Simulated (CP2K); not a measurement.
# C2HBF2 (SMILES C#CB(F)F): PBE/TZV2P-MOLOPT-PBE-GTH (core potential)

What is the energy change on altering one bond length of C2HBF2 at PBE/TZV2P-MOLOPT-PBE-GTH (core potential)? 

The results are computed with CP2K 2026.2.

## 1. The system as given

C2HBF2 has 6 atoms, charge 0, and is taken as a singlet. As SMILES, `C#CB(F)F`. The shape is that of a PBE0-D4/def2-TZVP optimisation.

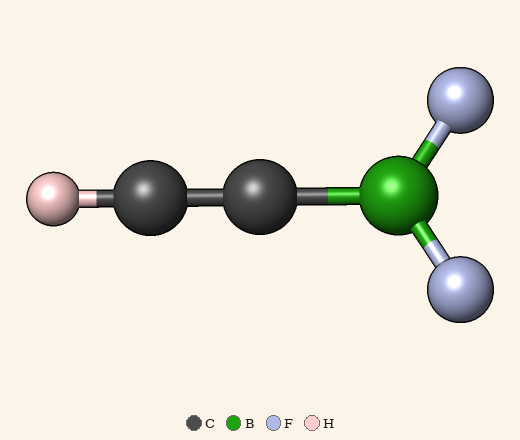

Viewed from a chosen angle; carbon dark grey, boron green, fluorine light blue, hydrogen pink.

## 2. A single-point energy at PBE/TZV2P-MOLOPT-PBE-GTH (core potential)

The input, calc.inp:

```
&GLOBAL
  PROJECT_NAME calc
  RUN_TYPE ENERGY
  PRINT_LEVEL MEDIUM
&END GLOBAL

&FORCE_EVAL
  METHOD QS
  &DFT
    BASIS_SET_FILE_NAME BASIS_MOLOPT_UZH
    POTENTIAL_FILE_NAME POTENTIAL_UZH
    CHARGE 0
    MULTIPLICITY 1
    &QS
      METHOD GPW
      EPS_DEFAULT 1.0E-10
    &END QS
    &MGRID
      CUTOFF 400
      REL_CUTOFF 50
      NGRIDS 4
    &END MGRID
    &POISSON
      PERIODIC NONE
      POISSON_SOLVER MULTIPOLE
    &END POISSON
    &SCF
      SCF_GUESS ATOMIC
      EPS_SCF 1.0E-06
      MAX_SCF 50
      &OT ON
        MINIMIZER DIIS
        PRECONDITIONER FULL_ALL
      &END OT
      &OUTER_SCF
        EPS_SCF 1.0E-06
        MAX_SCF 10
      &END OUTER_SCF
    &END SCF
    &XC
      &XC_FUNCTIONAL PBE
      &END XC_FUNCTIONAL
    &END XC
    &PRINT
      &MOMENTS
        PERIODIC F
        REFERENCE COM
        MAX_MOMENT 1
      &END MOMENTS
      &MO_CUBES
        NLUMO 1
        NHOMO -1
        WRITE_CUBE F
      &END MO_CUBES
      &HIRSHFELD OFF
      &END HIRSHFELD
    &END PRINT
  &END DFT
  &SUBSYS
    &CELL
      ABC [angstrom] 10.3 8.9 10.9
      PERIODIC NONE
    &END CELL
    &COORD
      C     -0.883700     0.450800     1.253400
      C     -0.218600     0.106200     0.311700
      B      0.622000    -0.329200    -0.878400
      F      0.153600    -1.179500    -1.766600
      F      1.841700     0.131700    -1.054100
      H     -1.473000     0.756000     2.087900
    &END COORD
    &TOPOLOGY
      &CENTER_COORDINATES
      &END CENTER_COORDINATES
    &END TOPOLOGY
    &KIND C
      BASIS_SET TZV2P-MOLOPT-PBE-GTH-q4
      POTENTIAL GTH-PBE-q4
    &END KIND
    &KIND B
      BASIS_SET TZV2P-MOLOPT-PBE-GTH-q3
      POTENTIAL GTH-PBE-q3
    &END KIND
    &KIND F
      BASIS_SET TZV2P-MOLOPT-PBE-GTH-q7
      POTENTIAL GTH-PBE-q7
    &END KIND
    &KIND H
      BASIS_SET TZV2P-MOLOPT-PBE-GTH-q1
      POTENTIAL GTH-PBE-q1
    &END KIND
  &END SUBSYS
&END FORCE_EVAL
```

The run is started by

```bash
$ OMP_NUM_THREADS=1 cp2k.psmp -i calc.inp -o calc.out
```

Output:

```text
CP2K| version string:                                       CP2K version 2026.2
[...]
 GLOBAL| Method name                                                        CP2K
[...]
 GLOBAL| Run type                                                         ENERGY
[...]
 DFT| Spin restricted Kohn-Sham (RKS) calculation                            RKS
 DFT| Multiplicity                                                             1
[...]
 DFT| Charge                                                                   0
[...]
 FUNCTIONAL| PBE:
 QS| Method:                                                                 GPW
[...]
 QS| Density cutoff [a.u.]:                                                200.0
[...]
 QS| Relative density cutoff [a.u.]:                                        25.0
[...]
                             - Atoms:                                          6
[...]
                             - Spherical basis functions:                    159
[...]
 Number of electrons:                                                         26
[...]
     1 OT DIIS     0.15E+00    0.9     0.17829313       -60.1683390449 -6.02E+01
[...]
    29 OT DIIS     0.15E+00    1.0     0.00000092       -63.3216034583 -1.43E-10
  *** SCF run converged in    29 steps ***
[...]
  Overlap energy of the core charge distribution:               0.00001759361090
  Self energy of the core charge distribution:               -162.83069785825168
  Core Hamiltonian energy:                                     47.07654207297240
  Hartree energy:                                              66.60534081727002
  Exchange-correlation energy:                                -14.17280608394805
  Total energy:                                               -63.32160345834642
[...]
                     Mulliken Population Analysis
 #  Atom  Element  Kind  Atomic population                           Net charge
       1     C        1          4.148639                             -0.148639
       2     C        1          4.112953                             -0.112953
       3     B        2          2.218680                              0.781320
       4     F        3          7.290949                             -0.290949
       5     F        3          7.290761                             -0.290761
       6     H        4          0.938018                              0.061982
 # Total charge                             26.000000                  0.000000
[...]
  Dipole moment [Debye]
    X= -0.1023943E+01 Y=  0.5316778E+00 Z=  0.1445725E+01  Total=      1.8496650
[...]
 WARNING : did not converge in ot_eigensolver
 number of iterations          299  exceeded maximum
 current gradient / target gradient   9.3572944435188967E-005  /    1.0000000000000001E-005
[...]
 HOMO - LUMO gap [eV] :    5.192576
 ENERGY| Total FORCE_EVAL ( QS ) energy [hartree]            -63.321603458346416
[...]
```

Wall time 31 s (1 thread of Arm Neoverse V2, shared host); peak memory 0.76 GiB.

## 3. The distorted shape, same level

The input, calc.inp:

```
&global
  project calc
  run_type ENERGY
  print_level MEDIUM
&end

&force_eval
  method QS
  &dft
    basis_set_file_name BASIS_MOLOPT_UZH
    potential_file_name POTENTIAL_UZH
    charge 0
    multiplicity 1
    &qs
      method GPW
      eps_default 1.0E-10
    &end
    &mgrid
      cutoff 400
      rel_cutoff 50
      ngrids 4
    &end
    &poisson
      periodic NONE
      poisson_solver MULTIPOLE
    &end
    &scf
      scf_guess ATOMIC
      eps_scf 1.0E-06
      max_scf 80
      added_mos 3
      &diagonalization
        algorithm STANDARD
      &end
      &mixing
        method PULAY_MIXING
        alpha 0.4
        nbuffer 4
      &end
    &end
    &xc
      &xc_functional PBE
      &end
    &end
    &print
      &moments
        periodic F
        reference COM
        max_moment 1
      &end
      &mo ON
        energies T
        occupation_numbers T
        ndigits 6
        &each
          qs_scf 0
        &end
        add_last NUMERIC
      &end
      &hirshfeld OFF
      &end
    &end
  &end
  &subsys
    &cell
      abc [angstrom] 10.7 9.2 11.4
      periodic NONE
    &end
    &coord
      C     -1.303975     0.668487     1.848414
      C     -0.638875     0.323887     0.906714
      B      0.622000    -0.329200    -0.878400
      F      0.153600    -1.179500    -1.766600
      F      1.841700     0.131700    -1.054100
      H     -1.893275     0.973687     2.682914
    &end
    &topology
      &center_coordinates
      &end
    &end
    &kind C
      basis_set TZV2P-MOLOPT-PBE-GTH-q4
      potential GTH-PBE-q4
    &end
    &kind B
      basis_set TZV2P-MOLOPT-PBE-GTH-q3
      potential GTH-PBE-q3
    &end
    &kind F
      basis_set TZV2P-MOLOPT-PBE-GTH-q7
      potential GTH-PBE-q7
    &end
    &kind H
      basis_set TZV2P-MOLOPT-PBE-GTH-q1
      potential GTH-PBE-q1
    &end
  &end
&end
```

The run is started by

```bash
$ OMP_NUM_THREADS=1 cp2k.psmp -i calc.inp > calc.out 2>&1
```

Output:

```text
CP2K| version string:                                       CP2K version 2026.2
[...]
 GLOBAL| Method name                                                        CP2K
[...]
 GLOBAL| Run type                                                         ENERGY
[...]
 DFT| Spin restricted Kohn-Sham (RKS) calculation                            RKS
 DFT| Multiplicity                                                             1
[...]
 DFT| Charge                                                                   0
[...]
 FUNCTIONAL| PBE:
 QS| Method:                                                                 GPW
[...]
 QS| Density cutoff [a.u.]:                                                200.0
[...]
 QS| Relative density cutoff [a.u.]:                                        25.0
[...]
                             - Atoms:                                          6
[...]
                             - Spherical basis functions:                    159
[...]
 Number of electrons:                                                         26
[...]
     1 NoMix/Diag. 0.40E+00    1.3     1.41658334       -62.7732185261 -6.28E+01
[...]
    32 Pulay/Diag. 0.40E+00    1.6     0.00000092       -63.2147331850  7.14E-06
  *** SCF run converged in    32 steps ***
[...]
  Overlap energy of the core charge distribution:               0.00001718810320
  Self energy of the core charge distribution:               -162.83069785825168
  Core Hamiltonian energy:                                     46.58390862502273
  Hartree energy:                                              67.02999298176628
  Exchange-correlation energy:                                -13.99795412162798
  Total energy:                                               -63.21473318498746
[...]
                     Mulliken Population Analysis
 #  Atom  Element  Kind  Atomic population                           Net charge
       1     C        1          4.188727                             -0.188727
       2     C        1          4.152123                             -0.152123
       3     B        2          2.171401                              0.828599
       4     F        3          7.265109                             -0.265109
       5     F        3          7.264974                             -0.264974
       6     H        4          0.957666                              0.042334
 # Total charge                             26.000000                  0.000000
[...]
  Dipole moment [Debye]
    X=  0.4249908E+00 Y= -0.2242549E+00 Z= -0.5988750E+00  Total=      0.7678273
 ENERGY| Total FORCE_EVAL ( QS ) energy [hartree]            -63.214733184987459
[...]
```

Run time: 52 s. Hardware: 1 thread of Arm Neoverse V2, shared host; peak memory 1.3 GiB.

## 4. Results

At PBE/TZV2P-MOLOPT-PBE-GTH (core potential):

```
                                                         quantity         value
                                        first shape: total energy  -63.32160 Eh
                                       first shape: dipole moment        1.85 D
                                         first shape: HOMO energy      -7.61 eV
                                         first shape: LUMO energy      -2.42 eV
                                       first shape: HOMO–LUMO gap       5.19 eV
                                    distorted shape: total energy  -63.21473 Eh
                                   distorted shape: dipole moment        0.77 D
                                     distorted shape: HOMO energy      -6.84 eV
                                     distorted shape: LUMO energy      -2.79 eV
                                   distorted shape: HOMO–LUMO gap       4.05 eV
energy change with the C2–B3 bond stretched from 1.521 to 2.281 Å      2.908 eV
```

With the C2–B3 bond stretched from 1.521 to 2.281 Å the energy rises by 2.91 eV (67 kcal/mol). The first shape isn't relaxed at this level, so the change isn't measured from a minimum.
